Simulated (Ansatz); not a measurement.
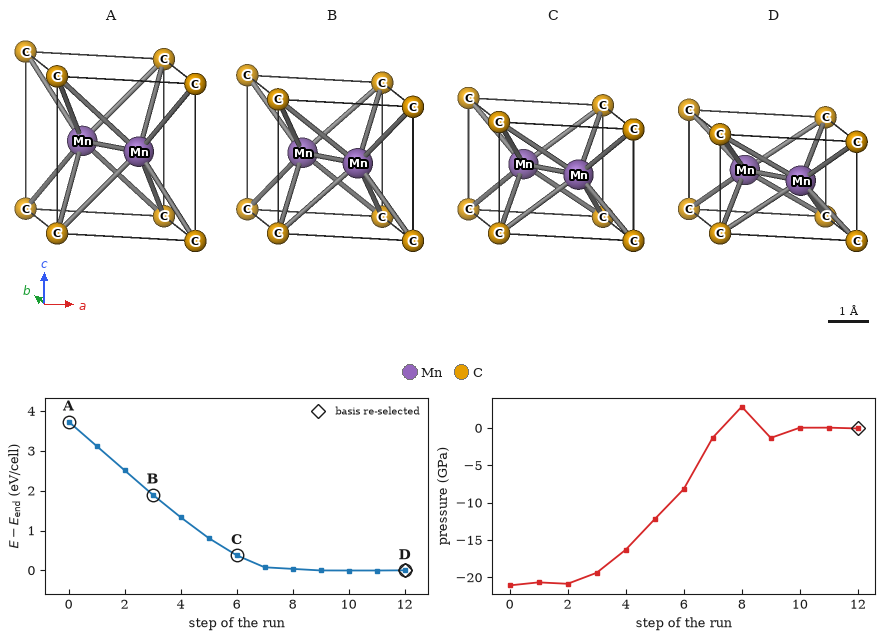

Frames of a relaxation of crystalline Mn₂C (a generated structure, set up in P6/mmm) (coarse preliminary run), marked on the history of the run. Style: ball-and-stick. Shown: the cell of the calculation, slightly off an axis.

All numbers below come from DFT PBE, scalar-relativistic, plane waves, PAW in Ansatz 0.2.0. Settings: plane-wave cutoff 420 eV; k-point mesh 6 × 6 × 4; occupations gaussian; smearing width 0.1 eV; collinear spin; cell and atoms relaxed; force threshold 0.04 eV/Å; at most 70 steps.

Describe the path.

Over 11 accepted moves (12 points after the start) the energy falls by 3.735 eV per cell of the calculation. All forces vanish by symmetry, so only the cell relaxes. The pressure goes from −21.07 to −0.06 GPa. The SCF was repeated once at an unchanged geometry on a basis and grid sized afresh for the cell, which shifted the energy by 4.5 meV per cell of the calculation at most. The atoms keep their places relative to the cell (all moves are under 0.005 Å). Cell: a = b 3.646 → 3.600 Å (−1.3 %), c 4.012 → 2.532 Å (−36.9 %). Volume −38.5 %. Near-neighbour distances that change, for instance: Mn–Mn 4.012 → 2.532 Å, C–Mn 2.908 → 2.434 Å, Mn–Mn 2.105 → 2.078 Å. The space group stays P6/mmm (No. 191). The program noted that the starting moments weren't kept. Cost: 68 s on 1 thread of Intel(R) Xeon(R) Platinum 8488C (Sapphire Rapids) (shared host), peak memory 0.37 GiB. From step 0 to 3: volume −18.8 %, energy −1.833 eV per cell of the calculation. From step 3 to 6: volume −17.5 %, energy −1.523 eV per cell of the calculation. From step 6 to 12: volume −8.1 %, energy −0.379 eV per cell of the calculation.

```
step  E − E(0), meV/atom  pressure, GPa  volume, Å³/atom                      note
   0                0.00         -21.07           15.399                          
   1             -204.13         -20.66           14.339                          
   2             -407.68         -20.85           13.388                          
   3             -610.96         -19.38           12.499                          
   4             -800.16         -16.30           11.681                          
   5             -974.43         -12.20           10.929                          
   6            -1118.78          -8.18           10.312                          
   7            -1219.59          -1.29            9.693                          
   8            -1232.97           2.86            9.286                          
   9            -1245.99          -1.32            9.539                          
  10            -1246.52           0.05            9.469                          
  11            -1246.54           0.05            9.473                          
  12            -1245.04          -0.06            9.473  same geometry, new basis
```

Limits of the set-up: the k-point mesh is coarse for a cell with partly filled bands.
